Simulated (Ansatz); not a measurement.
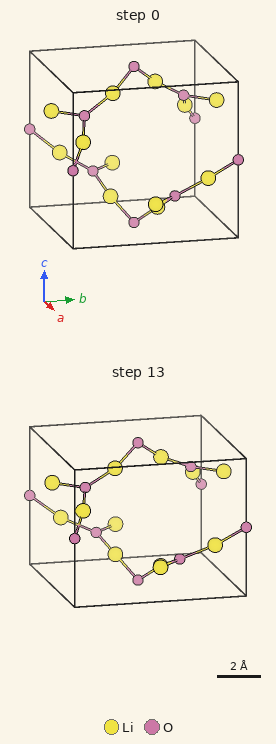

The structure of a crystal of Li₅O₃ (a generated structure, set up in P-4n2) before (top) and after (bottom) a relaxation, at one scale.

The picture is a ball-and-stick view of the cell of the calculation, seen slightly off an axis.

Theory: DFT PBE, scalar-relativistic, plane waves, PAW in Ansatz 0.2.0.

The input:
```yaml
crystal:
  lattice:
    - [7.9641287214, 0.0, 0.0]
    - [0.0, 7.9641287214, 0.0]
    - [0.0, 0.0, 7.5126528174]
  atoms:
    - { symbol: Li, position: [0.0, 0.5, 0.25] }
    - { symbol: Li, position: [0.345243681, 0.3986311627, 0.1335820887] }
    - { symbol: Li, position: [0.1013688373, 0.154756319, 0.3664179113] }
    - { symbol: Li, position: [0.654756319, 0.6013688373, 0.1335820887] }
    - { symbol: Li, position: [0.8986311627, 0.845243681, 0.3664179113] }
    - { symbol: Li, position: [0.5, 0.0, 0.75] }
    - { symbol: Li, position: [0.3986311627, 0.654756319, 0.8664179113] }
    - { symbol: Li, position: [0.154756319, 0.8986311627, 0.6335820887] }
    - { symbol: Li, position: [0.6013688373, 0.345243681, 0.8664179113] }
    - { symbol: Li, position: [0.845243681, 0.1013688373, 0.6335820887] }
    - { symbol: O, position: [0.1584060978, 0.3415939022, 0.25], spin: 0.38 }
    - { symbol: O, position: [0.8415939022, 0.6584060978, 0.25], spin: 0.38 }
    - { symbol: O, position: [0.3415939022, 0.8415939022, 0.75], spin: 0.38 }
    - { symbol: O, position: [0.6584060978, 0.1584060978, 0.75], spin: 0.38 }
    - { symbol: O, position: [0.5, 0.5, 0.0] }
    - { symbol: O, position: [0.0, 0.0, 0.5] }
basis:
  ecutwfc: 420
kpoints:
  mp_grid: { grid: [6, 6, 6] }
hamiltonian:
  xc: pbe
scf:
  occupations: { method: gaussian, width: 0.1 }
output:
  forces: true
  stress: true
  eigenvalues: true
  populations: true
magnetization:
  spin_polarized: true
relax:
  adjacent_minimum: "off"
  f_tol: 0.01
  max_steps: 80
  cell: { stress_tol: 0.05 }
```

Run as
```bash
ansatz run input.yaml --threads 1 --pin off --max-ram 2560MiB --backend cpu --events-out ev --progress --plain --runs-dir out
```

Summarise the run.

The energy falls by 38.8 meV per cell of the calculation in 9 accepted moves (13 points after the start). Largest force component: 0.022 eV/Å at the start, 0.00098 eV/Å at the end. The pressure goes from 0.10 to −0.01 GPa. At 4 points the geometry stayed and the basis and grid were re-selected for the new cell (energy shift of 4.2 meV per cell of the calculation at most each time). The largest moves relative to the cell, 0.12 Å, are those of 8 atoms (Li2, Li3, Li4, Li5 and others). Li8 goes along [1 3 3]. Largest moves by element: Li 0.12 Å, O 0.07 Å. The drawn cell changes as follows: a = b 7.964 → 8.270 Å (+3.8 %), c 7.513 → 6.616 Å (−11.9 %); the volume changes by −5.0 %. Some distances before and after: Li10–O14 1.785 → 1.791 Å. Bond angles that change, for instance: Li3–O16–Li5 111.5° → 114.9°. The space group stays P-4n2 (No. 118).
